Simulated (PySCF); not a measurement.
# UPBE/cc-pVTZ run of CH2BCl (SMILES B[C]Cl)

Aim: the vertical ionisation energy of CH2BCl at UPBE/cc-pVTZ, from 2 runs. 

The calculation is run with PySCF 2.14.0.

## 1. The system as given

CH2BCl: 5 atoms, total charge 0, spin state triplet. As SMILES, `B[C]Cl`. The coordinates come from a GFN2-xTB relaxation.

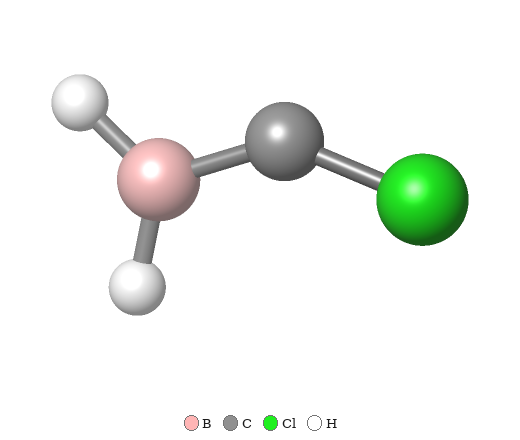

Viewed from a chosen angle; boron pink, carbon grey, chlorine green, hydrogen white.

## 2. The energy at UPBE/cc-pVTZ

run.py reads:

```python
from pyscf import gto, dft

system = gto.Mole()
system.atom = '''
B      0.414180     0.139370    -0.472520
C     -0.487440     0.280880     0.684730
Cl    -1.470630    -0.583120     1.652980
H      0.575730    -0.915570    -0.969770
H      0.968160     1.078440    -0.895430
'''
system.verbose = 3
system.spin = 2
system.max_memory = 1860
system.basis = 'cc-pvtz'
system.build()

calc0 = dft.UKS(system, xc='pbe')
calc0.grids.level = 8
calc0.conv_tol = 1e-10
calc0.kernel()
if not calc0.converged:
    calc0 = calc0.newton().run(calc0.mo_coeff, calc0.mo_occ)

energy = calc0.e_tot
print('E(%s) = %.9f' % ('PBE', energy))
```

Run with:

```console
$ OMP_NUM_THREADS=1 python run.py
```

The log of the run:

```text
WARN: HOMO -0.193234819298315 >= LUMO -0.238101171528957

converged SCF energy = -523.97898028252  <S^2> = 2.0051349  2S+1 = 3.0034213
E(PBE) = -523.978980283
```

Run time: 79 s. Hardware: 1 thread of Arm Neoverse V1, shared host; peak memory 0.7 GiB.

## 3. The doublet cation at the same level

job.py reads:

```python
from pyscf import gto, dft

mol = gto.Mole()
mol.atom = [
    ('B', (0.414180, 0.139370, -0.472520)),
    ('C', (-0.487440, 0.280880, 0.684730)),
    ('Cl', (-1.470630, -0.583120, 1.652980)),
    ('H', (0.575730, -0.915570, -0.969770)),
    ('H', (0.968160, 1.078440, -0.895430)),
]
mol.spin = 1
mol.verbose = 3
mol.max_memory = 1860
mol.basis = 'cc-pvtz'
mol.charge = 1
mol.build()

myscf = dft.UKS(mol)
myscf.xc = 'pbe'
myscf.grids.level = 8
myscf.conv_tol = 1e-10
myscf.kernel()
if not myscf.converged:
    myscf = myscf.newton().run(myscf.mo_coeff, myscf.mo_occ)

energy = myscf.e_tot
print('E = %.10f Eh' % energy)
```

Run with:

```console
$ OMP_NUM_THREADS=1 python job.py
```

The log of the run:

```text
converged SCF energy = -523.652677791849  <S^2> = 0.7556704  2S+1 = 2.0056624
E = -523.6526777918 Eh
```

Wall time 89 s (1 thread of Arm Neoverse V1, shared host); peak memory 0.7 GiB.

## 4. What came out

At UPBE/cc-pVTZ:

| quantity | value |
| --- | --- |
| triplet CH2BCl: total energy | -523.97898 Eh |
| triplet CH2BCl: dipole moment | 1.09 D |
| triplet CH2BCl: HOMO energy (highest over α and β) | -5.35 eV |
| triplet CH2BCl: LUMO energy (lowest over α and β) | -4.71 eV |
| triplet CH2BCl: ⟨S²⟩ | 2.005 |
| doublet cation: total energy | -523.65268 Eh |
| doublet cation: HOMO energy (highest over α and β) | -13.40 eV |
| doublet cation: LUMO energy (lowest over α and β) | -12.34 eV |
| doublet cation: ⟨S²⟩ | 0.756 |
| vertical ionisation energy (to the doublet cation) | 8.879 eV |

**Reading.** The vertical ionisation energy comes to 8.88 eV (205 kcal/mol). Mulliken charges (doublet cation) run from +0.06 on B1 to +0.46 on Cl3.
